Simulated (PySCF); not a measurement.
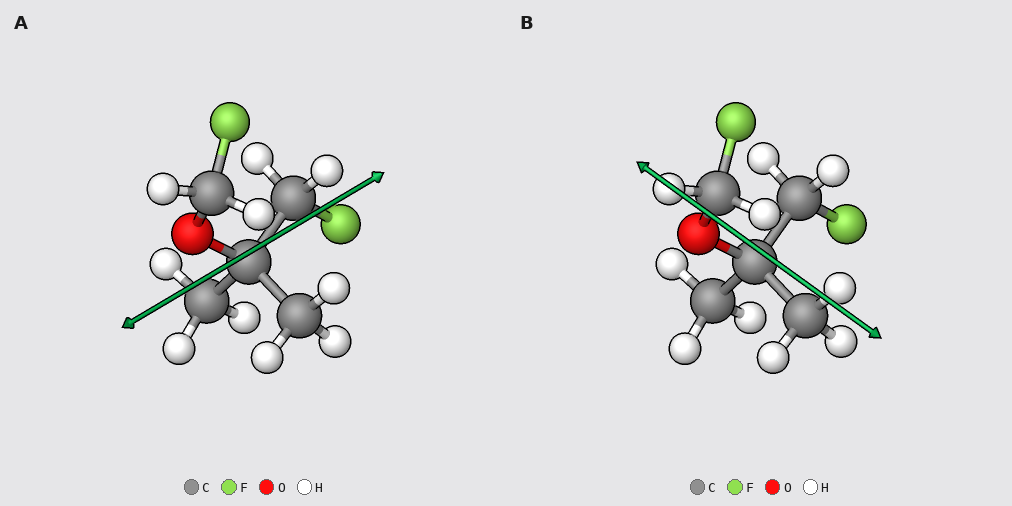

The double arrows show the directions of two transition dipoles from the ground state (lengths mean nothing). The geometry was computed by an optimisation with GFN2-xTB. No frequency run is at hand to confirm it as a minimum. Method: TDDFT PBE0/def2-SVPD, vertical, gas phase, core orbitals frozen in the response (PySCF 2.14.0).

> One belongs to singlet state 5 and one to singlet state 6. Which is which?

A: state 5, 8.96 eV (138 nm), oscillator strength 0.020, of mixed character, with the largest part HOMO−1 → LUMO+1 (weight 0.29).
B: state 6, 9.01 eV (138 nm), oscillator strength 0.024, of mixed character, with the largest part HOMO → LUMO+3 (weight 0.39).
